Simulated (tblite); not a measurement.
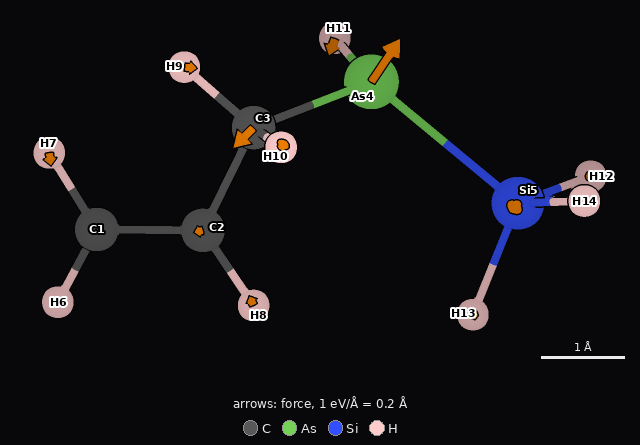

Starting geometry of C₃H₉AsSi with the computed forces as orange arrows. A ball-and-stick model, seen face on.

Theory: tblite 0.8.0, GFN2-xTB geometry optimisation, gas phase. 

What follows when this structure is relaxed?

Answer. It isn't relaxed: the largest force vector, on As4, is 3.45 eV/Å. The final displacements have little in common with the starting forces (cosine between the two patterns 0.26). The atom that moves furthest after the best rigid fit is H14 (1.05 Å). Largest moves by element: H 1.05 Å, Si 0.41 Å, As 0.40 Å, C 0.36 Å. Among the contacts that change: C3–As4 1.942 → 2.005 Å, As4–H11 1.538 → 1.507 Å, C1–H7 1.103 → 1.079 Å, As4–Si5 2.306 → 2.329 Å. Bond angles that change, for instance: Si5–As4–H11 115.5° → 93.1°, C3–As4–H11 115.7° → 94.8°, C3–As4–Si5 113.1° → 98.5°. Over 118 geometry steps the energy falls by 28.0 kcal/mol.
